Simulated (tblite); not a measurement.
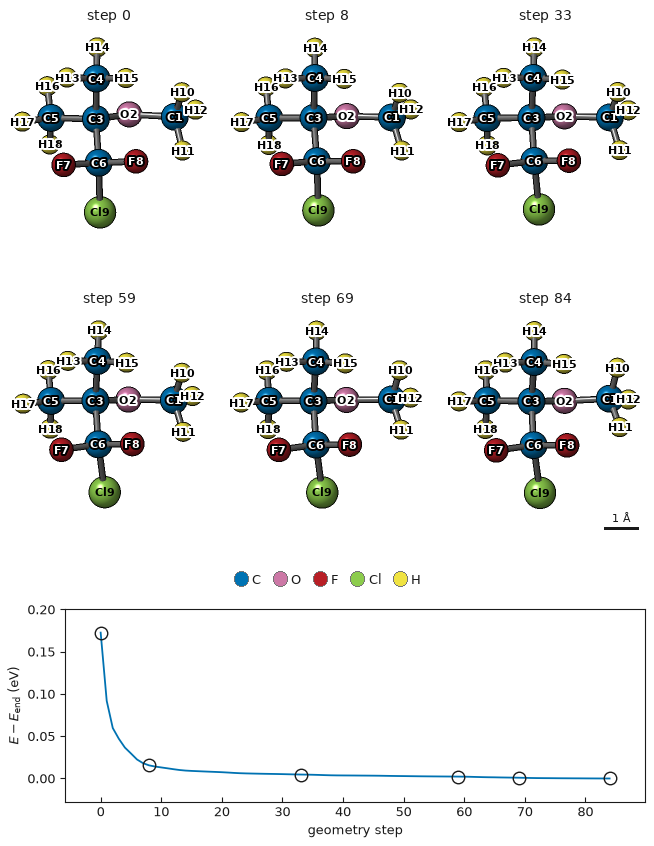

Frames of a relaxation of C₅H₉ClF₂O, marked on the history of the run. The picture is a ball-and-stick view, seen face on.

These are results of GFN2-xTB geometry optimisation, gas phase in tblite 0.8.0, not measurements. 

Describe the path.

After 84 geometry steps the energy has fallen by 0.173 eV. H10 moves most after the best rigid fit: 0.34 Å. By element the largest moves are H 0.34 Å, F 0.19 Å, Cl 0.17 Å, O 0.11 Å, C 0.08 Å. Among the contacts that change: C4–H13 1.109 → 1.087 Å, C1–O2 1.436 → 1.414 Å, C3–C5 1.548 → 1.531 Å, C5–H16 1.101 → 1.086 Å. Among the angles between lasting bonds that change: O2–C3–C6 115.5° → 110.9°, C3–C6–F8 109.0° → 112.8°, C4–C3–C5 106.9° → 110.6°. From step 0 to 8: H12 moves most (0.09 Å), energy −0.157 eV. From step 8 to 33: F8 moves most (0.10 Å), energy −0.011 eV. From step 33 to 59: H11 moves most (0.10 Å), energy −0.002 eV. From step 59 to 69: H10 moves most (0.10 Å), energy −0.001 eV. From step 69 to 84: H10 moves most (0.11 Å), energy −0.001 eV.

```json
{"step": "0", "E − E(0), eV": "0.0000"}
{"step": "1", "E − E(0), eV": "-0.0808"}
{"step": "2", "E − E(0), eV": "-0.1129"}
{"step": "3", "E − E(0), eV": "-0.1256"}
{"step": "4", "E − E(0), eV": "-0.1360"}
{"step": "5", "E − E(0), eV": "-0.1430"}
{"step": "6", "E − E(0), eV": "-0.1501"}
{"step": "7", "E − E(0), eV": "-0.1545"}
{"step": "8", "E − E(0), eV": "-0.1571"}
{"step": "9", "E − E(0), eV": "-0.1585"}
{"step": "10", "E − E(0), eV": "-0.1595"}
{"step": "14", "E − E(0), eV": "-0.1633"}
{"step": "18", "E − E(0), eV": "-0.1646"}
{"step": "22", "E − E(0), eV": "-0.1660"}
{"step": "26", "E − E(0), eV": "-0.1669"}
{"step": "29", "E − E(0), eV": "-0.1673"}
{"step": "33", "E − E(0), eV": "-0.1679"}
{"step": "37", "E − E(0), eV": "-0.1686"}
{"step": "41", "E − E(0), eV": "-0.1691"}
{"step": "45", "E − E(0), eV": "-0.1693"}
{"step": "49", "E − E(0), eV": "-0.1697"}
{"step": "53", "E − E(0), eV": "-0.1701"}
{"step": "57", "E − E(0), eV": "-0.1703"}
{"step": "61", "E − E(0), eV": "-0.1706"}
{"step": "65", "E − E(0), eV": "-0.1712"}
{"step": "68", "E − E(0), eV": "-0.1716"}
{"step": "72", "E − E(0), eV": "-0.1721"}
{"step": "76", "E − E(0), eV": "-0.1724"}
{"step": "80", "E − E(0), eV": "-0.1725"}
{"step": "84", "E − E(0), eV": "-0.1726"}
```
